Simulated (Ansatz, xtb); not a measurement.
# Ligand exchange: C2H3Br + CH3Na → C3H6 + NaBr

Species: C2H3Br (vinyl bromide) `C=CBr`, singlet; CH3Na `[CH3][Na]`, singlet; C3H6 `C=CC`, singlet; NaBr, singlet. The partners trade Br for CH3: C–Br and Na–CH3 bonds give way to C–CH3 and Na–Br.

Shapes, held fixed at every level: PBE0-D4/def2-TZVP. Programs: Ansatz 0.2.0, xtb 6.7.1. The zero-point and thermal change to 298 K, harmonic and unscaled (PBE0-D4/def2-TZVP), is +12.9 kJ/mol.

```json
{"level": "GFN1-xTB", "kind": "semi-empirical", "ΔH(298 K) (kJ/mol)": "-273.5", "less CCSD(T)/def2-TZVPP": "+28.3"}
{"level": "PBE-D4/def2-TZVPP", "kind": "GGA", "ΔH(298 K) (kJ/mol)": "-278.2", "less CCSD(T)/def2-TZVPP": "+23.6"}
{"level": "r2SCAN-D4/def2-TZVPP", "kind": "meta-GGA", "ΔH(298 K) (kJ/mol)": "-309.3", "less CCSD(T)/def2-TZVPP": "-7.5"}
{"level": "B3LYP-D4/def2-TZVPP", "kind": "global hybrid", "ΔH(298 K) (kJ/mol)": "-296.2", "less CCSD(T)/def2-TZVPP": "+5.6"}
{"level": "wB97M-V/def2-TZVPP", "kind": "range-separated hybrid", "ΔH(298 K) (kJ/mol)": "-304.9", "less CCSD(T)/def2-TZVPP": "-3.1"}
{"level": "wB97X-V/def2-TZVPP", "kind": "range-separated hybrid", "ΔH(298 K) (kJ/mol)": "-314.4", "less CCSD(T)/def2-TZVPP": "-12.6"}
{"level": "B2PLYP/def2-TZVPP", "kind": "double hybrid", "ΔH(298 K) (kJ/mol)": "-301.5", "less CCSD(T)/def2-TZVPP": "+0.3"}
{"level": "MP2/def2-TZVPP", "kind": "perturbation theory", "ΔH(298 K) (kJ/mol)": "-302.6", "less CCSD(T)/def2-TZVPP": "-0.8"}
{"level": "CCSD(T)/def2-TZVPP", "kind": "coupled cluster or CI", "ΔH(298 K) (kJ/mol)": "-301.8", "less CCSD(T)/def2-TZVPP": "0.0"}
```

The highest level, CCSD(T)/def2-TZVPP, gives ΔH(298 K) = -301.8 kJ/mol; the levels span -314.4 to -273.5. The column of differences is taken from that level and isn't an error. No measured value is set beside it here. Relativity is left out for Br. Outer-core shells of Br, Na are correlated, in sets that cover them unevenly.

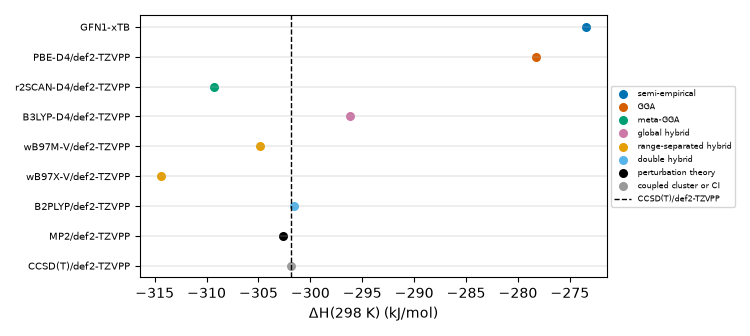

The values of the table, level by level.
